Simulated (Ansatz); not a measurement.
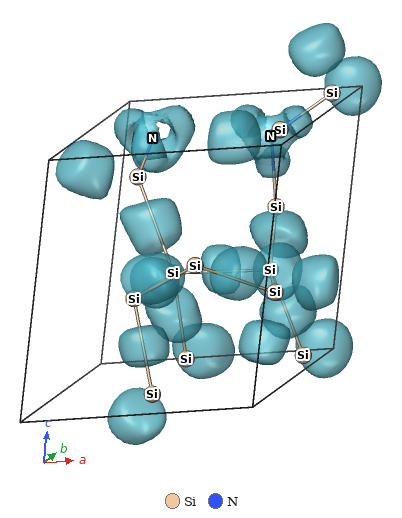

Figure 1: Si5N. Isosurface of the electron localisation function at 0.8 (cyan), seen slightly off an axis. Only the valence region is drawn (cores and ρ < 0.01 e/Å³ removed). Sticks mark near contacts.

Space group P1; a structure from a database of computed crystals, not necessarily the ambient phase; a generated structure, not necessarily the stable one; changed on purpose from its base cell (volume × 1.06, shape and atoms relaxed); computed pressure about −4 GPa in this cell.

Method: DFT PBE, scalar-relativistic, plane waves, PAW (Ansatz).

Core electrons are frozen (PAW), and the valence fields are smoothed inside the atomic spheres.

**What do the ELF domains correspond to?**

At this value the surface marks out 17 regions between bonded Si–Si atoms (shared pairs) and two regions on N in which the atom's valence shell and bonds are merged, counted in one cell of 12 atoms. Any copies at cell faces, edges or corners count once.

Values along the shortest contacts:
Si–N (1.77 Å): the ELF peaks at about 0.90 between the atoms, as expected for a polar covalent bond. Si–Si (2.35 Å): the ELF peaks at about 0.95 between the atoms (a shared electron pair).
